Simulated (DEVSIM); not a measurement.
Structure: abrupt InP n-p junction, at 300 K.

```tsv
layer (left to right)	material	thickness (μm)	Nd (cm⁻³)	Na (cm⁻³)	τn (s)	τp (s)
1	InP	6.00	8.5e16	-	3e-9	3e-9
2	InP	53.0	-	2.1e14	3e-9	3e-9
```

Left contact: ohmic. Right contact: ohmic. Voltage is applied to the left contact. Recombination: SRH at mid-gap, radiative. Mobility is μmin + (μ − μmin)/(1 + (N/Nref)^α).

Constants are typed, rounded textbook-type inputs, not results; the design itself was drawn at random and stands for no fabricated device. Values at 300 K.

```
parameter          InP
-------------  -------
gap (eV)         1.344
affinity (eV)     4.38
permittivity      12.5
Nc (cm⁻³)       5.7e17
Nv (cm⁻³)       1.1e19
μn (cm²/Vs)       5200
μp (cm²/Vs)        170
μn,min             400
μp,min              10
Nref,n            3e17
Nref,p          4.9e17
αn                0.47
αp                0.62
B (cm³/s)      1.2e-10
```

Model (solved in DEVSIM): 1D drift-diffusion, Boltzmann statistics, complete ionisation; no tunnelling, impact ionisation, image-force lowering or self-heating.

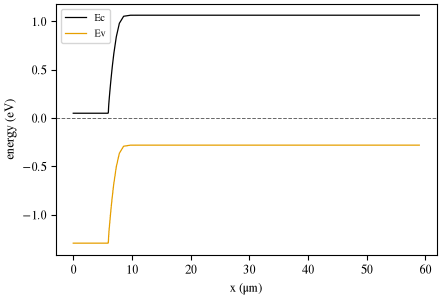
Figure. Band edges at zero bias

Energies count from the Fermi level of the right contact; mesh points crowd at the junctions.

```csv
x (μm),Ec (eV),Ev (eV),n (cm⁻³),p (cm⁻³),field (V/cm)
0.000,0.049,-1.295,8.5e16,< 1e2,≈ 0
0.04239,0.049,-1.295,8.5e16,< 1e2,≈ 0
0.1666,0.049,-1.295,8.5e16,< 1e2,≈ 0
0.5009,0.049,-1.295,8.5e16,< 1e2,≈ 0
2.056,0.049,-1.295,8.5e16,< 1e2,≈ 0
4.377,0.049,-1.295,8.5e16,< 1e2,≈ 0
5.449,0.049,-1.295,8.5e16,< 1e2,≈ 0
5.879,0.049,-1.295,8.5e16,< 1e2,≈ 0
5.971,0.054,-1.290,7.1e16,< 1e2,3100
6.005,0.086,-1.258,2.0e16,< 1e2,15000
6.061,0.144,-1.200,2.2e15,< 1e2,8400
6.316,0.325,-1.018,1.9e12,< 1e2,6600
6.920,0.667,-0.677,3600000,4.7e7,4700
8.591,1.052,-0.292,< 1e2,1.4e14,350
16.44,1.063,-0.281,< 1e2,2.1e14,≈ 0
35.55,1.063,-0.281,< 1e2,2.1e14,≈ 0
50.56,1.063,-0.281,< 1e2,2.1e14,≈ 0
56.09,1.063,-0.281,< 1e2,2.1e14,≈ 0
58.26,1.063,-0.281,< 1e2,2.1e14,≈ 0
58.76,1.063,-0.281,< 1e2,2.1e14,≈ 0
58.93,1.063,-0.281,< 1e2,2.1e14,≈ 0
59.00,1.063,-0.281,< 1e2,2.1e14,≈ 0
```
